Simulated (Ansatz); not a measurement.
**Errors in the atomisation enthalpy at 298 K**

8 molecules holding Si, Ge, B, Al, Ga, P or As; the atomisation enthalpy at 298 K in kJ/mol, computed less measured. Shapes, held fixed at every level: PBE0-D4/def2-TZVP. Thermal terms are harmonic and unscaled (PBE0-D4/def2-TZVP); the spin-orbit lowering of the free atoms is taken from their spectra. Programs: Ansatz 0.2.0. Measured values: CRC Handbook of Chemistry and Physics, NIST-JANAF tables.

Levels: A = PBE-D4/def2-TZVPP; B = B2PLYP/def2-TZVPP; C = CCSD(T)/def2-TZVPP.

```
                    molecule  from tabulated heats     A    B    C
    B(BO)O (diboron dioxide)                  2095  +106   +7  -74
BBrCl2 (bromodichloroborane)                  1262   +63  -21  -43
    BCl3 (boron trichloride)                  1337   +64  -21  -47
BClF2 (chlorodifluoroborane)                  1736   +60  -11  -47
    SiBr4 (tetrabromosilane)                  1313   +31  -57  -60
    SiH3Cl (SMILES [SiH3]Cl)                  1367   -26  -22  -35
    SiH2F2 (SMILES F[SiH2]F)                  1836   -36  -41  -64
              GeH4 (germane)                  1153   -14   +5  +16
```

Problem. Sum up the errors.

Solution. 
```
             level                   kind  mean error  mean absolute error  worst case
 PBE-D4/def2-TZVPP                    GGA       +31.0                 50.0      B(BO)O
 B2PLYP/def2-TZVPP          double hybrid       -20.1                 23.1       SiBr4
CCSD(T)/def2-TZVPP  coupled cluster or CI       -44.2                 48.2      B(BO)O
```

On this set B2PLYP/def2-TZVPP has the smallest mean absolute error and PBE-D4/def2-TZVPP the largest. Without B(BO)O the largest would be that of CCSD(T)/def2-TZVPP. B2PLYP/def2-TZVPP is too low in 6 of 8; CCSD(T)/def2-TZVPP is too low in 7 of 8. The heats of SiBr4, SiH3Cl come from older tables and can be uncertain by 10 kJ/mol or more. The molecules' own spin-orbit binding is left out, so errors for heavy halides read too negative. The tabulated values of B(BO)O, BBrCl2, BCl3, BClF2, SiH2F2 are in doubt (older tables, estimates, or at odds with other calculations) and kept here. Over the 3 molecules whose values aren't doubted the mean absolute errors are A 23.7; B 28.0; C 37.0. The largest two are near a tie. Correlated wave functions converge slowly with the basis. T1 is large for B(BO)O (0.022), so single-reference values are less sure there. Relativity is left out for Br, Ge. Outer-core shells of Br, Ge are correlated in most correlated rows, in sets that cover them unevenly. The set is small.

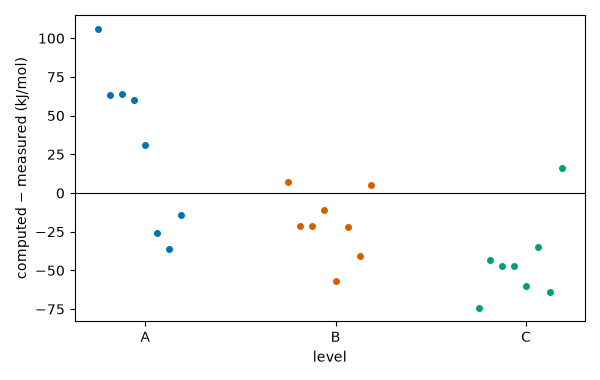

Errors of each level, one point a molecule.
